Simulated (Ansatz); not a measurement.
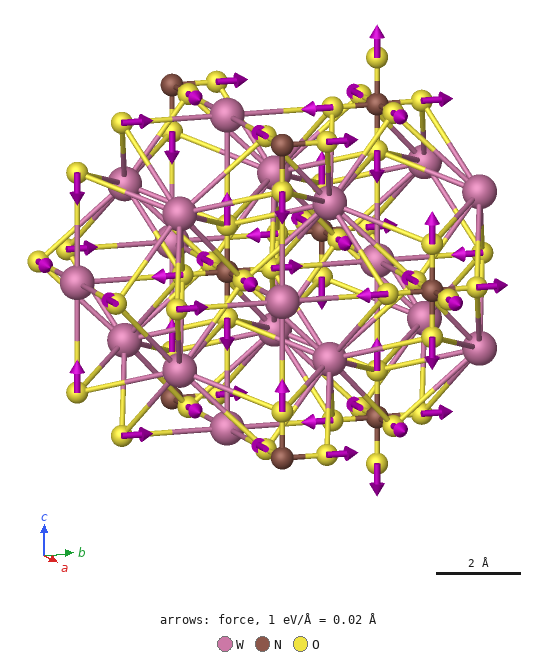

Starting geometry of solid W$_{3}$NO$_{6}$ (a generated structure, set up in Fm-3m) (coarse preliminary run) with the computed forces as purple arrows. The picture is a ball-and-stick view of the atoms within 5.8 Å of the atom that moves most (axes of the conventional cell (4 times the calculation's cell)), seen slightly off an axis. Lengths and directions refer to the drawn axes.

Method: DFT PBE, scalar-relativistic, plane waves, PAW (Ansatz 0.2.0).

Input
```yaml
crystal:
  lattice:
    - [0.0, 3.84385314, 3.84385314]
    - [3.84385314, 0.0, 3.84385314]
    - [3.84385314, 3.84385314, 0.0]
  atoms:
    - { symbol: W, position: [0.25, 0.25, 0.25] }
    - { symbol: W, position: [0.75, 0.75, 0.75] }
    - { symbol: W, position: [0.0, 0.0, 0.0] }
    - { symbol: "N", position: [0.5, 0.5, 0.5] }
    - { symbol: O, position: [0.64899999, 0.35100001, 0.35100001] }
    - { symbol: O, position: [0.35100001, 0.64899999, 0.35100001] }
    - { symbol: O, position: [0.35100001, 0.64899999, 0.64899999] }
    - { symbol: O, position: [0.64899999, 0.35100001, 0.64899999] }
    - { symbol: O, position: [0.35100001, 0.35100001, 0.64899999] }
    - { symbol: O, position: [0.64899999, 0.64899999, 0.35100001] }
basis:
  ecutwfc: 420
kpoints:
  mp_grid: { grid: [4, 4, 4] }
hamiltonian:
  xc: pbe
scf:
  occupations: { method: gaussian, width: 0.1 }
  lower_state_search: "off"
output:
  forces: true
  stress: true
  eigenvalues: true
  populations: true
magnetization:
  spin_polarized: true
relax:
  adjacent_minimum: "off"
  f_tol: 0.04
  max_steps: 70
  cell: { stress_tol: 0.4 }
```

Command:
```bash
ansatz run input.yaml --threads 1 --pin off --max-ram 2048MiB --backend cpu --events-out ev --progress --plain --runs-dir out
```

Q: What follows when this structure is relaxed?

A: It isn't relaxed: the largest force vector, on O atoms, is 40.52 eV/Å. The atoms end up moving mostly along the starting forces (cosine between the two patterns 1.00). The largest moves relative to the cell, 0.79 Å, are those of O5, O6, O7, O8, O9 and O10. O8 goes along +b. W and N stay in place. The drawn cell changes as follows: a = b = c 7.688 → 7.734 Å (+0.6 %); the volume changes by +1.8 %. Near-neighbour distances that change, for instance: O5–O10 1.620 → 2.746 Å, N4–O10 1.145 → 1.941 Å, W3–O10 2.698 → 1.926 Å, W1–O10 2.827 → 2.734 Å. Bond angles that change, for instance: W1–O5–W1 148.1° → 179.7°, W1–O5–W3 74.1° → 90.2°, W1–O5–W2 85.7° → 90.0°. The space group stays Fm-3m (No. 225). The energy falls by 50.763 eV per cell of the calculation in 7 accepted moves (8 points after the start). Largest force component: 41 eV/Å at the start, 0.033 eV/Å at the end. The pressure goes from 124.47 to 0.21 GPa. The SCF was repeated once at an unchanged geometry on a basis and grid sized afresh for the cell, which shifted the energy by 10.7 meV per cell of the calculation at most. The run may lie on a higher electronic state than the lowest, so the end point isn't shown to be the ground-state structure.
